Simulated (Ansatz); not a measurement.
# Nb2NO2 monolayer: a soft mode frozen in, part 2 of 2

Aim: this structure of Nb2NO2 monolayer is to be tested for unstable modes, and one is followed downhill.

Ansatz 0.2.0; DFT PBEsol, scalar-relativistic, plane waves, PAW; PAW set soft_1.

So far, highest frequency on the path or at a solved wavevector (cm⁻¹): step 2 (response at finite wavevector) 626. Also lowest frequency on the path (cm⁻¹): step 2 -212.

## (5) Energy along the mode, all amplitudes (two of the runs are shown above)

An imaginary frequency means negative curvature, so the energy should fall and then rise again as anharmonic terms take over.

This step gave:

```
depth at the lowest point sampled  : 5.03 meV/atom
largest atomic shift at that point : 0.08 Å
```

Energy from the parent against largest atomic shift:

```
largest atomic shift (Å)  energy from the parent (meV/atom)
                  0.0000                                  0
                  0.0400                              -1.85
                  0.0800                              -5.03
                  0.1400                               11.0
```

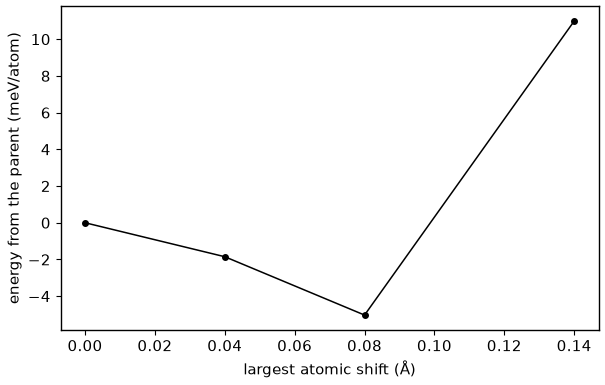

Energy from the parent against largest atomic shift.

Displacement at unit largest shift by atom:

```
atom  x (Å)  y (Å)  z (Å)  size
  N1   0.00   0.00   0.00  0.00
  N2   0.00   0.00   0.00  0.00
 Nb3   0.00   0.76  -0.19  0.79
 Nb4   0.00  -0.76   0.19  0.79
 Nb5   0.00   0.76  -0.19  0.79
 Nb6   0.00  -0.76   0.19  0.79
  O7   0.00  -0.29  -0.96  1.00
  O8   0.00   0.29   0.96  1.00
  O9   0.00  -0.29  -0.96  1.00
 O10   0.00   0.29   0.96  1.00
```

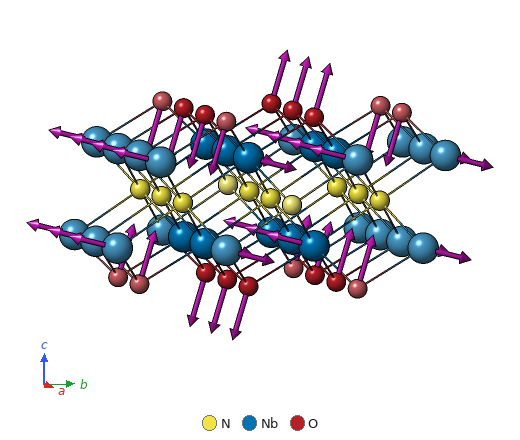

Displacement at unit largest shift as arrows, the longest 1.00 Å. 2×1×1 cells are drawn. Some periodic images of atoms are drawn too.

The lowest of the steps tried is at 0.08 Å, 5.03 meV/atom below the parent; the bottom of the well need not coincide with a step.

## (6) Relaxation from the frozen mode

Starting from the lowest point found, all atoms and the cell are let go, so that strain and other modes of the same symmetry can join in.

File input.yaml:

```yaml
crystal:
  lattice:
    - [3.0996796169, 0.0, 0.0]
    - [1.0e-10, 5.3688025837, 0.0]
    - [0.0, 0.0, 32.6]
  atoms:
    - { symbol: "N", position: [0.5, 0.5, 0.3067484663] }
    - { symbol: "N", position: [0.0, 0.0, 0.3067484663] }
    - { symbol: Nb, position: [0.0, 0.3446769673, 0.3428978918] }
    - { symbol: Nb, position: [0.5, 0.8219896993, 0.3438501945] }
    - { symbol: Nb, position: [0.5, 0.1780103007, 0.269646738] }
    - { symbol: Nb, position: [1.0, 0.6553230327, 0.2705990407] }
    - { symbol: O, position: [0.5, 0.1623778329, 0.3738075006] }
    - { symbol: O, position: [1.0, 0.6709555004, 0.3785077872] }
    - { symbol: O, position: [0.0, 0.3290444996, 0.2349891453] }
    - { symbol: O, position: [0.5, 0.8376221671, 0.2396894319] }
  periodic: [true, true, false]
kpoints:
  mp_grid: { grid: [12, 8, 1] }
hamiltonian:
  xc: pbesol
  pseudopotentials: { kind: paw, azcp: { folder: soft_1 }, xc_functional: pbe }
scf:
  occupations: { method: methfessel_paxton, width: 0.2 }
output:
  forces: true
  stress: true
  eigenvalues: true
  write_density: true
  write_potential: true
  elf: true
  volumetric_format: npy
relax:
  adjacent_minimum: "off"
  f_tol: 0.002
  max_steps: 120
  cell: { stress_2d_tol: 0.005 }
```

On the command line:

```sh
$ ansatz run input.yaml --threads 4 --pin off --max-ram 16384MiB --backend cpu --events-out ev --progress --plain --runs-dir out
```

Numbers of over 12 decimals in the logs are rounded to 6 here.

The program printed:

```text
[...]
Crystal: 10 atoms, lattice volume = 542.515 Å³
Basis set: ecut = 420 eV, 10599 PW (Γ), exchange–correlation on 48×72×450 points (8 copies of the dense FFT grid, shifted against one another)
Bands: 53, of which v1, the nominal top of the filled ones, is band 43 counted from 1 (42 counted from 0)
Symmetry: 4 space group operations
[...]
k-points: 35 of 96
[...]
SCF iter   1: F=—  HF=-21007.791240 eV  |F-HF|=—  |Δ(HF+E_count)|=         —  Δρ=9.52e-2  dr2=5.94e1  ethr=3.10e-3  ⟨swp⟩=10.7  Hψ=12379  notcnv=0
[...]
SCF iter  12: F=-20991.505849 eV  HF=-20991.505849 eV  |F-HF|=3.14e-8  |Δ(HF+E_count)|=   4.89e-8  S|Δr|=    0.00e0  Δρ=2.46e-7  dr2=1.70e-10  ethr=6.00e-12  ⟨swp⟩=12.1  Hψ=17384  notcnv=0
SCF 1 converged in 12 iterations: F = -20991.505849 eV  dr2 = 1.70e-10
[...]
relax step   1: F+E_penalty+E_count = -20991.50584920 eV  Δ(F+E_penalty+E_count) = +0.000e0 eV  max|allowed force component| = 3.215e-1 eV/Å  Δτ_max = 0.0000 Å  P = +0.189 N/m  Ω = 542.515 Å³  fix = [c, alpha, beta]  reactions: c +0.000 N/m; alpha +0.000 N/m/rad  (12 SCF iters, dr2 threshold 1.00e-7 eV, accepted)
Crystal: 10 atoms, lattice volume = 544.957 Å³
Basis set: ecut = 420 eV, 10663 PW (Γ), exchange–correlation on 48×72×450 points (8 copies of the dense FFT grid, shifted against one another)
[...]
iter 1 solved again at ethr=5.88e-6 eV; its pass at ethr=3.10e-3 eV (dr2=5.06e-3 eV) is discarded
[...]
SCF iter   6: F=-20991.510472 eV  HF=-20991.510472 eV  |F-HF|=3.07e-7  |Δ(HF+E_count)|=   8.55e-7  S|Δr|=    0.00e0  Δρ=2.07e-6  dr2=8.41e-9  ethr=2.64e-10  ⟨swp⟩=14.3  Hψ=20948  notcnv=0
SCF 2 converged in 6 iterations: F = -20991.510472 eV  dr2 = 8.41e-9
relax step   2: F+E_penalty+E_count = -20991.51047231 eV  Δ(F+E_penalty+E_count) = -4.623e-3 eV  max|allowed force component| = 7.303e-2 eV/Å  Δτ_max = 0.0135 Å  P = -0.222 N/m  Ω = 544.957 Å³  energy of the carried Pulay correction = -1.113e-3 eV  fix = [c, alpha, beta]  reactions: c -0.000 N/m; alpha +0.000 N/m/rad  (6 SCF iters, dr2 threshold 1.00e-6 eV, accepted)
Crystal: 10 atoms, lattice volume = 543.871 Å³
Basis set: ecut = 420 eV, 10639 PW (Γ), exchange–correlation on 48×72×450 points (8 copies of the dense FFT grid, shifted against one another)
[...]
SCF iter   5: F=-20991.511842 eV  HF=-20991.511842 eV  |F-HF|=2.12e-7  |Δ(HF+E_count)|=   3.01e-7  S|Δr|=    0.00e0  Δρ=3.61e-6  dr2=4.21e-8  ethr=3.88e-10  ⟨swp⟩=25.4  Hψ=24722  notcnv=0
SCF 3 converged in 5 iterations: F = -20991.511842 eV  dr2 = 4.21e-8
relax step   3: F+E_penalty+E_count = -20991.51184178 eV  Δ(F+E_penalty+E_count) = -1.369e-3 eV  max|allowed force component| = 8.203e-2 eV/Å  Δτ_max = 0.0059 Å  P = +0.030 N/m  Ω = 543.871 Å³  energy of the carried Pulay correction = -6.186e-4 eV  fix = [c, alpha, beta]  reactions: c +0.000 N/m; alpha -0.000 N/m/rad  (5 SCF iters, dr2 threshold 3.33e-7 eV, accepted)
[... from here on, the SCF cycles and remarks between the steps are left out ...]
relax step   4: F+E_penalty+E_count = -20991.51240307 eV  Δ(F+E_penalty+E_count) = -5.613e-4 eV  max|allowed force component| = 2.920e-2 eV/Å  Δτ_max = 0.0034 Å  P = +0.064 N/m  Ω = 543.830 Å³  energy of the carried Pulay correction = -5.999e-4 eV  fix = [c, alpha, beta]  reactions: c +0.000 N/m; alpha -0.000 N/m/rad  (4 SCF iters, dr2 threshold 4.21e-7 eV, accepted)
relax step   5: F+E_penalty+E_count = -20991.51251282 eV  Δ(F+E_penalty+E_count) = -1.098e-4 eV  max|allowed force component| = 1.355e-2 eV/Å  Δτ_max = 0.0025 Å  P = -0.008 N/m  Ω = 543.992 Å³  energy of the carried Pulay correction = -6.740e-4 eV  fix = [c, alpha, beta]  reactions: c -0.000 N/m; alpha -0.000 N/m/rad  (5 SCF iters, dr2 threshold 5.33e-8 eV, accepted)
relax step   6: F+E_penalty+E_count = -20991.51171174 eV  Δ(F+E_penalty+E_count) = +8.011e-4 eV  max|allowed force component| = 7.732e-2 eV/Å  Δτ_max = 0.0080 Å  P = +0.171 N/m  Ω = 544.004 Å³  energy of the carried Pulay correction = -6.794e-4 eV  fix = [c, alpha, beta]  (9 SCF iters, dr2 threshold 1.15e-8 eV, rejected (line search))
relax step   7: F+E_penalty+E_count = -20991.51254147 eV  Δ(F+E_penalty+E_count) = -2.865e-5 eV  max|allowed force component| = 5.874e-3 eV/Å  Δτ_max = 0.0015 Å  P = +0.001 N/m  Ω = 544.022 Å³  energy of the carried Pulay correction = -6.877e-4 eV  fix = [c, alpha, beta]  reactions: c +0.000 N/m; alpha +0.000 N/m/rad  (10 SCF iters, accepted)
relax step   8: F+E_penalty+E_count = -20991.51255617 eV  Δ(F+E_penalty+E_count) = -1.470e-5 eV  max|allowed force component| = 1.170e-3 eV/Å  Δτ_max = 0.0007 Å  P = +0.003 N/m  Ω = 544.004 Å³  energy of the carried Pulay correction = -6.792e-4 eV  fix = [c, alpha, beta]  reactions: c +0.000 N/m; alpha +0.000 N/m/rad  (5 SCF iters, dr2 threshold 2.16e-9 eV, accepted)
relax step   9: F+E_penalty+E_count = -20991.51255110 eV  Δ(F+E_penalty+E_count) = +5.068e-6 eV  max|allowed force component| = 6.168e-4 eV/Å  Δτ_max = 0.0002 Å  P = -0.002 N/m  Ω = 544.015 Å³  energy of the carried Pulay correction = -6.845e-4 eV  fix = [c, alpha, beta]  reactions: c -0.000 N/m; alpha +0.000 N/m/rad  (6 SCF iters, dr2 threshold 4.46e-11 eV, accepted)
relax step  10: F+E_penalty+E_count = -20991.51324296 eV  Δ(F+E_penalty+E_count) = -6.919e-4 eV  max|allowed force component| = 6.425e-4 eV/Å  Δτ_max = 0.0000 Å  P = +0.007 N/m  Ω = 544.015 Å³  fix = [c, alpha, beta]  reactions: c +0.000 N/m; alpha -0.000 N/m/rad  stress off target by 1.14e-2 N/m on what of the cell is left free  SCF on the basis re-selected at this cell (its energy is not comparable with the rows above)  (7 SCF iters)
relax step  11: F+E_penalty+E_count = -20991.51323221 eV  Δ(F+E_penalty+E_count) = +1.075e-5 eV  max|allowed force component| = 1.265e-3 eV/Å  Δτ_max = 0.0001 Å  P = -0.000 N/m  Ω = 544.039 Å³  energy of the carried Pulay correction = -1.108e-5 eV  fix = [c, alpha, beta]  reactions: c -0.000 N/m; alpha -0.000 N/m/rad  (5 SCF iters, dr2 threshold 1.51e-10 eV, accepted)
[...]
SCF iter   1: F=—  HF=-20991.513328 eV  |F-HF|=—  |Δ(HF+E_count)|=         —  Δρ=4.98e-6  dr2=7.18e-9  ethr=1.58e-7  ⟨swp⟩=8.1  Hψ=23756  notcnv=0
eigensolver tolerance schedule: the retry pair's looser diagonalisation over-reported the residual by 18952.91 of it (diagonalisation noise at 30.33 of the residual, at the tolerance the schedule requests for it); recorded, not acted on — ethr = c·dr2/N_el stays at c = 1.0e-1
SCF iter   2: F=—  HF=-20991.513244 eV  |F-HF|=—  |Δ(HF+E_count)|=   8.43e-5  S|Δr|=    0.00e0  Δρ=1.62e-6  dr2=1.57e-8  ethr=8.35e-12  ⟨swp⟩=7.4  Hψ=9451  notcnv=0
[...]
SCF iter   7: F=-20991.513244 eV  HF=-20991.513244 eV  |F-HF|=4.37e-11  |Δ(HF+E_count)|=  4.37e-11  S|Δr|=    0.00e0  Δρ=4.98e-9  dr2=8.28e-14  ethr=1.00e-12  ⟨swp⟩=16.9  Hψ=12901  notcnv=0
SCF 12 converged in 7 iterations: F = -20991.513244 eV  dr2 = 8.28e-14
relax step  12: F+E_penalty+E_count = -20991.51324367 eV  Δ(F+E_penalty+E_count) = -1.146e-5 eV  max|allowed force component| = 1.264e-3 eV/Å  Δτ_max = 0.0000 Å  P = +0.000 N/m  Ω = 544.039 Å³  fix = [c, alpha, beta]  reactions: c -0.000 N/m; alpha -0.000 N/m/rad  stress off target by 1.14e-3 N/m on what of the cell is left free  SCF on the basis re-selected at this cell (its energy is not comparable with the rows above)  (7 SCF iters)
[...]
WARN: The output density's exchange-correlation potential varies sharply where the density is thin. Do not read a vacuum level from v_tot or v_xc, or from such a field of the output density. On a cell that repeats whose density bears no net charge and no dipole along the vacuum's axis use v_es (v_loc + v_h of the components); under efield.dipole_correction with no amplitude use v_es + v_field, which holds any externa [...]
SCF converged after 7 iterations
[...]
Free energy (F): -20991.513244 eV
[...]
Internal energy: -20991.511106 eV  (E = F + TS)
E sigma→0 (E₀):  -20991.512709 eV
Entropy (-TS):   -0.002138 eV (-0.214 meV/atom)
Fermi energy:    -5.535462 eV
[...]
--- Forces (eV/Å), atoms counted from 1 ---
  atom   1  N      0.00000000     0.00000000     0.00000000
  atom   2  N     -0.00000000     0.00000000     0.00000000
  atom   3  Nb    -0.00000000    -0.00004842    -0.00113648
  atom   4  Nb    -0.00000000    -0.00011289    -0.00126392
  atom   5  Nb     0.00000000     0.00011289     0.00126392
  atom   6  Nb     0.00000000     0.00004842     0.00113648
  atom   7  O      0.00000000     0.00001156     0.00039242
  atom   8  O      0.00000000     0.00008056     0.00017032
  atom   9  O     -0.00000000    -0.00008056    -0.00017032
  atom  10  O     -0.00000000    -0.00001156    -0.00039242
  max |Σ_I F_I| component: 2.71e-19 eV/Å
--- 2D stress c σ (N/m, compression-positive) ---
       -0.001115       0.000000      -0.000000
        0.000000       0.001138       0.000000
       -0.000000       0.000000      -0.000000
  P = ½ c Tr σ = 0.0000 N/m
--- Band table (eV; the first three rows and the last of 35) ---
  k-point 0: bands = [... 39 lower, -8.9591, -7.5905, -6.8620, -6.7319, -5.8404, -4.7481, -4.6108, -4.4551, ... 6 higher]
  k-point 1: bands = [... 39 lower, -9.0216, -7.5710, -6.6887, -6.6848, -5.8892, -4.7018, -4.5914, -4.3995, ... 6 higher]
  k-point 2: bands = [... 39 lower, -8.8837, -7.5230, -6.7615, -6.3358, -5.7948, -4.6070, -4.4883, -4.4586, ... 6 higher]
  k-point 34: bands = [... 39 lower, -9.2781, -7.8141, -7.2149, -4.7594, -4.6382, -4.1382, -3.9654, -3.8023, ... 6 higher]
--- Relaxed structure (10 steps of the walk, 9 accepted, 2 SCFs on fresh bases) ---
  F+E_penalty+E_count = -20991.51324367 eV   max|allowed force component| = 1.264e-3 eV/Å   (the final SCF, on the basis selected at the relaxed cell)
  cell:  # Å, volume = 544.0395 Å³
    - [3.108819, -2.8952629462167095e-11, 0]
    - [4.9993087543972503e-11, 5.368060, 0]
    - [0, 0, 32.6]
  atoms:
    - { symbol: N, position: [0.5, 0.500000, 0.30674846626] }
    - { symbol: N, position: [0, 0, 0.30674846626] }
    - { symbol: Nb, position: [-3.061402200212975e-19, 0.346103, 0.343249] }
    - { symbol: Nb, position: [0.500000, 0.821685, 0.343641] }
    - { symbol: Nb, position: [0.5, 0.178315, 0.269856] }
    - { symbol: Nb, position: [1.000000, 0.653897, 0.270248] }
    - { symbol: O, position: [0.5, 0.162327, 0.373459] }
    - { symbol: O, position: [1.0, 0.670011, 0.378289] }
    - { symbol: O, position: [-1.867673196300102e-19, 0.329989, 0.235208] }
    - { symbol: O, position: [0.500000, 0.837673, 0.240038] }
```

Run time: 6.6 min. Hardware: 4 threads of Arm Neoverse V1, shared host; peak memory 1.5 GiB.

The steps of the relaxation:

```
step  energy less that of the first step (eV)  largest force component (eV/Å)  volume (Å³)
   1                                   0.0000                          0.3215       542.52
   2                                  -0.0046                          0.0730       544.96
   3                                  -0.0060                          0.0820       543.87
   4                                  -0.0066                          0.0292       543.83
   5                                  -0.0067                          0.0135       543.99
   6                                  -0.0059                          0.0773       544.00
   7                                  -0.0067                          0.0059       544.02
   8                                  -0.0067                          0.0012       544.00
   9                                  -0.0067                          0.0006       544.02
 10*                                  -0.0074                          0.0006       544.02
  11                                  -0.0074                          0.0013       544.04
 12*                                  -0.0074                          0.0013       544.04
```

Relaxation steps marked * repeat the geometry before them on a plane-wave basis chosen anew for their cell, so energy and pressure can jump there. Relaxation step 6 was tried and not accepted.

Forces are held to the 4 operations that the run works with; a distortion that breaks them can't arise in this run.

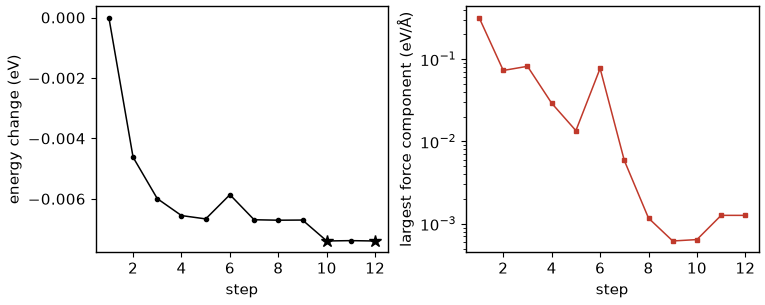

Energy and largest force along the relaxation. Stars mark steps on a basis chosen anew.

```
cell as run  before  after  change
      a (Å)   3.100  3.109  +0.3 %
      b (Å)   5.369  5.368  -0.0 %
```

The atoms that moved most (Å, along periodic axes as changes of fractional coordinates times the final cell, across vacuum about the mean position):

```
atom     dx      dy      dz  length
 Nb3  0.000   0.008   0.011   0.014
 Nb6  0.000  -0.008  -0.011   0.014
 O10  0.000   0.000   0.011   0.011
  O7  0.000   0.000  -0.011   0.011
  O9  0.000   0.005   0.007   0.009
  O8  0.000  -0.005  -0.007   0.009
 Nb4  0.000  -0.002  -0.007   0.007
 Nb5  0.000   0.002   0.007   0.007
```

Final coordinates:

```xyz
10
Lattice="3.1088 0.0000 0.0000 0.0000 5.3681 0.0000 0.0000 0.0000 32.6000" Properties=species:S:1:pos:R:3
N     1.5544    2.6840   10.0000
N     0.0000    0.0000   10.0000
Nb    0.0000    1.8579   11.1899
Nb    1.5544    4.4109   11.2027
Nb    1.5544    0.9572    8.7973
Nb    3.1088    3.5102    8.8101
O     1.5544    0.8714   12.1748
O     3.1088    3.5967   12.3322
O     0.0000    1.7714    7.6678
O     1.5544    4.4967    7.8252
```

Numbers from this step:

| Property | Result |
| --- | --- |
| area per atom | 1.669 Å² |

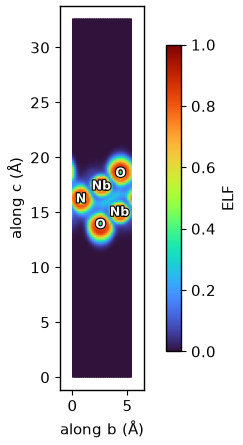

ELF in the bc plane at fractional x = 0.000, with atoms of N and Nb and O within 0.2 Å of it. It is the smooth field of the valence electrons, not physical close to the nuclei. The map starts off the cell's origin, so that atoms lie inside it.

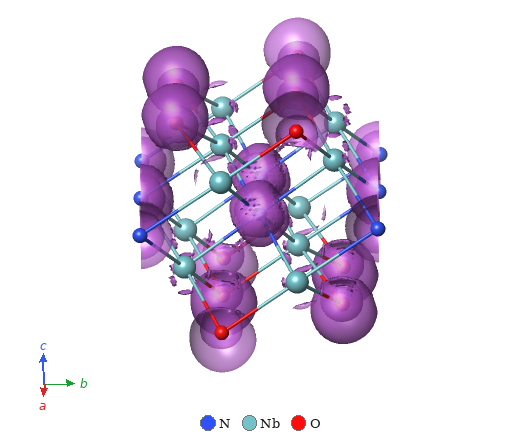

Surface of ELF = 0.78. 2×1×1 cells are drawn.

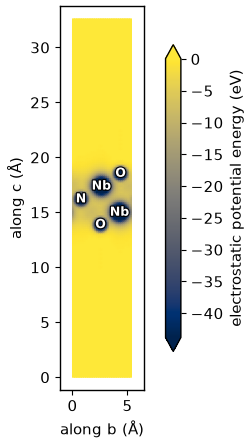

Electrostatic potential energy in the bc plane at fractional x = 0.000, with atoms of N and Nb and O within 0.2 Å of it. With pseudopotentials it is smooth inside the atoms' cores, unlike the true potential. The map starts off the cell's origin, so that atoms lie inside it.

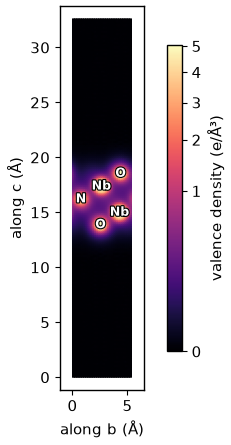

Valence density in the bc plane at fractional x = 0.000, with atoms of N and Nb and O within 0.2 Å of it. It is the smooth field of the valence electrons, not physical close to the nuclei. The map starts off the cell's origin, so that atoms lie inside it. The colour scale is stretched toward low values.

The distorted start has space group P2/m; the relaxation ends in P2/m.

## (7) What came out

```json
{
  "unstable mode of the parent": "q = (0, -0.5, 0), 164i cm⁻¹",
  "depth at the lowest point sampled": "5.03 meV/atom",
  "largest atomic shift at that point": "0.08 Å",
  "space group reached (within 0.01 Å)": "P2/m",
  "energy gained over the parent (first relaxation, on the mesh of the frozen mode)": "5.75 meV/atom",
  "area per atom, phase reached": "1.67 Å²"
}
```

**Reading.** Along this mode the structure falls into P2/m, 5.75 meV/atom below the parent. At the parent's cell the well is 5.03 meV/atom deep on the steps tried, with its lowest point at a shift of 0.08 Å. Relaxing atoms and cell changes the gain by +0.72 meV/atom against the lowest step (energies at zero smearing). The modes of the phase reached were not computed on this path. Of the 2 patterns followed to their end from this parent, this one ends 10.6 meV/atom above the lowest, P2_1/m. Each path keeps the symmetry of its pattern, so a lower phase may lie along a pattern not tried. With no gap, or one that is small against the smearing, the frequencies hang on the k mesh and the smearing, most of all near Kohn anomalies. The phonon runs are without spin polarisation, although the cell has an odd electron count. In a sheet or slab the interpolated bending branch near Γ is rough, since the rotational sum rule isn't imposed. The PAW files were made for PBE and serve the other functionals too. A phonon run warned that its eigensolver left some bands unconverged in a pass. The starting cell was built on a prototype and not taken from a measurement.

[Logs are printed without paths, hosts, clocks, repeated set-up lines and the standing remarks that a program may print on its own settings, such as how far it seeks lower states.]

[Hosts, paths, dates, database ids (printed as entryN), source tags and the programs' standing remarks are cut or masked in the printed files.]
